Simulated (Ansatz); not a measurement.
```xyz
8

O    -0.3578   -1.4727    1.6585
Ta   -0.0753   -0.3516    0.3844
O     1.7246    0.2609    0.5536
O    -1.3232    1.0771    0.5961
O    -0.3466   -1.2797   -1.2612
H     2.2782    0.8788    0.0798
H    -1.5213    1.8814    0.1200
H    -0.2865   -1.0514   -2.1871
```

Geometry: PBE0-D4/def2-TZVP; core potentials replace the inner electrons of Ta.

Method: RKS PBE0-D4/def2-TZVPP (Ansatz).

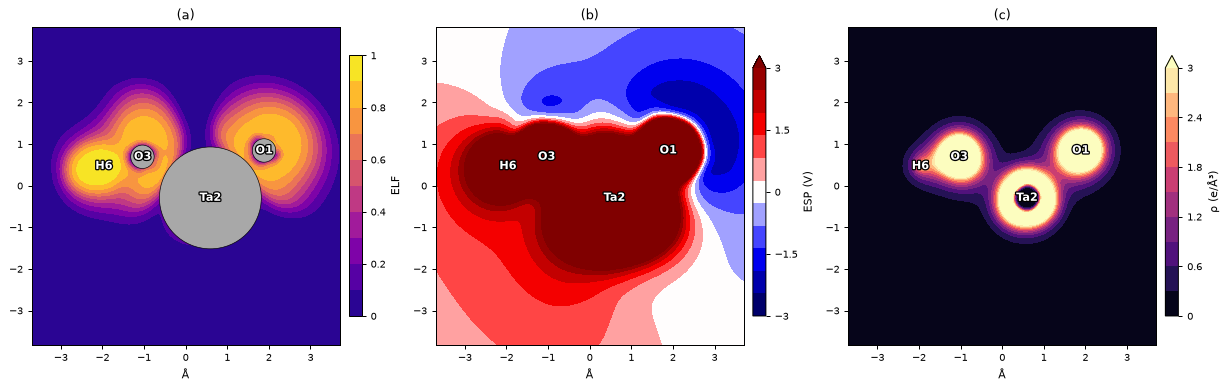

H$_{3}$O$_{4}$Ta (SMILES [O]=[Ta]([OH])([OH])[OH]). (a) electron localisation function; (b) molecular electrostatic potential; (c) electron density on the plane of atoms O1, Ta2 and O3. Grey discs cover the atomic cores in the ELF map.

> Read the bonding off the picture.

Atoms in the plane: O, Ta and H. Ta–O (1.72 Å): ρ is about 1.7 e/Å³ halfway; the ELF peaks at about 0.80 in the valence shell of O, 0.5 Å from its nucleus, and drops to about 0.40 between the two atoms. O–H (0.96 Å): the density is about 3.8 e/Å³ at the midpoint; the ELF climbs to about 1 towards the hydrogen, as it does in any bond to H; a covalent bond by its length. Ta–O (1.91 Å): the density is about 1 e/Å³ at the midpoint; the ELF peaks at about 0.80 in the valence shell of O, 0.6 Å from its nucleus, and drops to about 0.25 between the two atoms. Outside the dense part of the molecule the potential is most negative (−2.4 V) near O1.
